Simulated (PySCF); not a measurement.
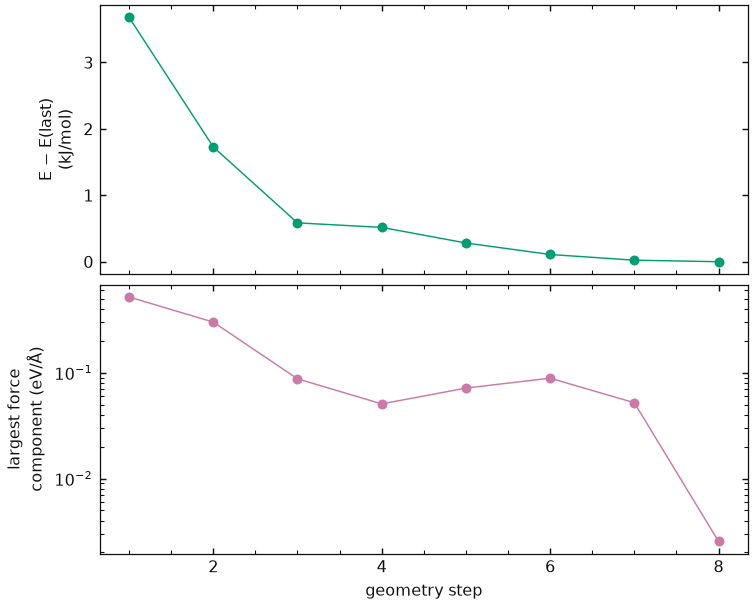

History of a geometry optimisation. The start has point group C2v, which is kept. A held symmetry can leave a saddle point.

The run: Ti2Se molecule, multiplicity 7, by PySCF, UKS-based B3LYP, Se def2-SVP, Ti def2-SVP; non-relativistic Hamiltonian; density fitting.

How did the optimisation end?

The optimisation met its thresholds at geometry 8, counting the start as the first. The energy fell by about 3.7 kJ/mol from the first step to the last. The largest force component goes from about 0.52 eV/Å at the start to 2.5 × 10⁻³ eV/Å at the end.

By which step was nine tenths of the energy gained?

By step 5 of 8.
